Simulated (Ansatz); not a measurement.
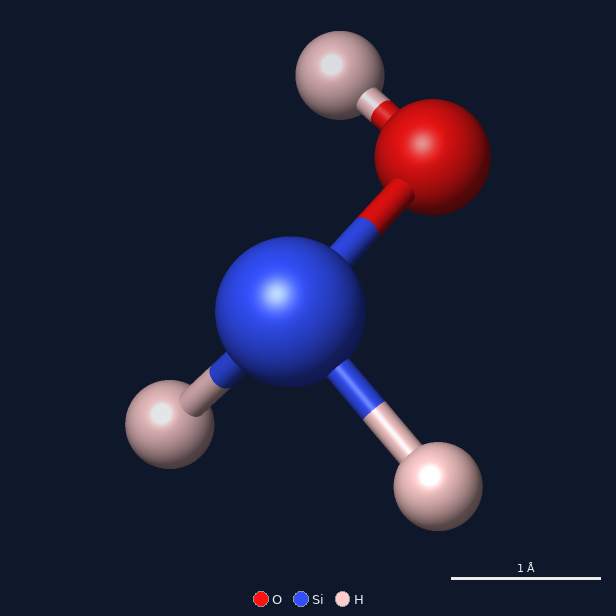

Starting geometry of the run.

Ansatz 0.2.0 input:

```yaml
crystal:
  periodic: [false, false, false]
  atoms:
    - {symbol: O, position_ang: [0.261548, -0.640882, 0.891188]}
    - {symbol: Si, position_ang: [0.151122, 0.203282, -0.647576]}
    - {symbol: H, position_ang: [1.030354, -1.204776, 0.827698]}
    - {symbol: H, position_ang: [-0.044334, -1.012088, -1.590237]}
    - {symbol: H, position_ang: [-1.365329, 0.525818, -0.651246]}
basis:
  gaussian: {orbitals: "def2-TZVPPD.json"}
total_charge: -1
correlation: {method: ccsd_t}
```

Output:

```
Functional definition: HF
  name "HF"
  cite "Fock, Z. Phys. 61, 126 (1930) doi:10.1007/BF01340294"
  parent pbe
  exchange = exact_x
  correlation = 0
791 factors; integrals over basis functions are off by at most 7.6e-4 eV
mean field evaluation 1: about -9946.8258 eV, gradient 1.7e1 eV
mean field evaluation 2: about -9946.8269 eV, gradient 1.7e1 eV
mean field evaluation 4: about -9947.8944 eV, gradient 2.7e0 eV
mean field evaluation 8: about -9947.9233 eV, gradient 1.6e-3 eV
mean field evaluation 16: about -9947.9214 eV, gradient 2.1e-1 eV
mean field -9947.92333592 eV, -365.5794396506 hartree, gradient 3.5e-6 eV, S^2 0.000000; 0 other end points of the search recorded, 0 dependent functions left out
6 core orbitals not correlated: weight in the atoms' cores, before any rotation towards them, 1.000 or more for the frozen orbitals, at most 0.000 for the correlated occupied ones
reference -9947.92333592 eV, -365.5794396506 hartree; 7, 7 occupied and 126, 126 virtual orbitals, 791 factors
second order -10.59650282 eV of doubles, -0.00000000 eV of singles
cycle   1  -10.84832164 eV  change   -2.5e-1 eV  update   8.5e-2
cycle   2  -11.15899876 eV  change   -3.1e-1 eV  update   2.8e-2
cycle   3  -11.23544513 eV  change   -7.6e-2 eV  update   1.5e-2
cycle   4  -11.22677853 eV  change    8.7e-3 eV  update   4.0e-3
cycle   5  -11.22582596 eV  change    9.5e-4 eV  update   1.8e-3
cycle   6  -11.22628562 eV  change   -4.6e-4 eV  update   6.9e-4
cycle   7  -11.22595715 eV  change    3.3e-4 eV  update   3.0e-4
cycle   8  -11.22587963 eV  change    7.8e-5 eV  update   1.3e-4
cycle   9  -11.22594220 eV  change   -6.3e-5 eV  update   6.9e-5
cycle  10  -11.22593713 eV  change    5.1e-6 eV  update   3.1e-5
cycle  11  -11.22592518 eV  change    1.2e-5 eV  update   1.4e-5
perturbative correction -0.41439321 eV, -0.0152286696 hartree
Total energy: -9959.56365432 eV, -366.0072134615 hartree
```
